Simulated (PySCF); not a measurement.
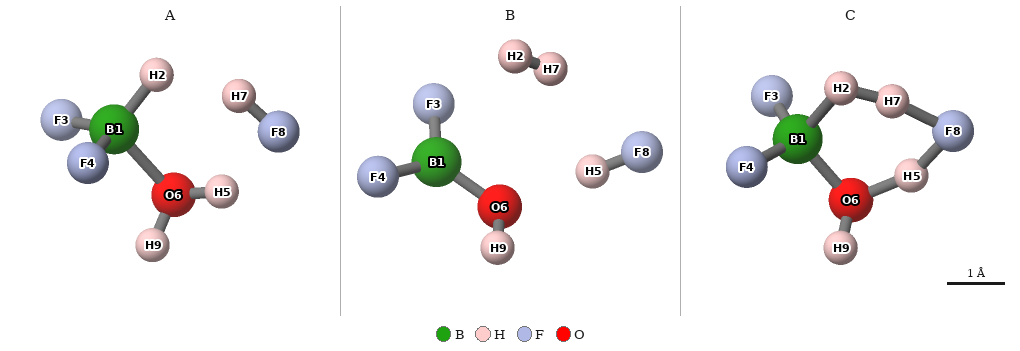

Three geometries of BH₄OF₃: a saddle point and the two minima that it joins, in shuffled order. A ball-and-stick model, seen at a tilt. Sticks join atoms that are closer than about 1.2 times the sum of their covalent radii (a little more with hydrogen).

Stationary points at PBE0-D4/def2-TZVP, single-point energies with CCSD(T)/CBS, PBE-D4, r2SCAN-D4, wB97M-V (def2-TZVPP where no basis is named; PySCF 2.14.0). The energies are electronic, without zero-point or thermal terms, and both ends are the minima reached downhill from the saddle, with any fragments still in contact. CCSD(T)/CBS stands for a frozen-core estimate: MP2 correlation extrapolated from def2-TZVPP and def2-QZVPP, CCSD(T) minus MP2 from the smaller set.

### Which frame is the transition state, what reaction does it lead through, and what barrier is to be expected?

Frame C is the saddle point. Counted by bonded pieces, A holds BHF₂ + HF + H₂O and B holds BHOF₂ + HF + H₂. From A over the saddle to B, bonds form: B1–O6 (1.68 → 1.50 → 1.36 Å), H2–H7 (1.65 → 0.94 → 0.75 Å), H5–F8 (1.79 → 1.17 → 0.93 Å). Bonds break: B1–H2 (1.23 → 1.40 → 3.07 Å), H5–O6 (0.98 → 1.18 → 1.76 Å), H7–F8 (0.94 → 1.24 → 2.85 Å). The saddle has one imaginary mode, 1252i cm⁻¹. With CCSD(T)/CBS the barrier is 0.83 eV from A and 1.62 eV from B, and B lies 0.79 eV below A.

```tsv
level	barrier from A (eV)	barrier from B (eV)	B less A (eV)
CCSD(T)/CBS	0.83	1.62	−0.79
PBE-D4	0.43	1.12	−0.69
r2SCAN-D4	0.51	1.24	−0.74
wB97M-V	0.76	1.50	−0.74
```

Against CCSD(T)/CBS, wB97M-V comes closest on the barrier from A (−0.06 eV) and PBE-D4 misses most (−0.39 eV).
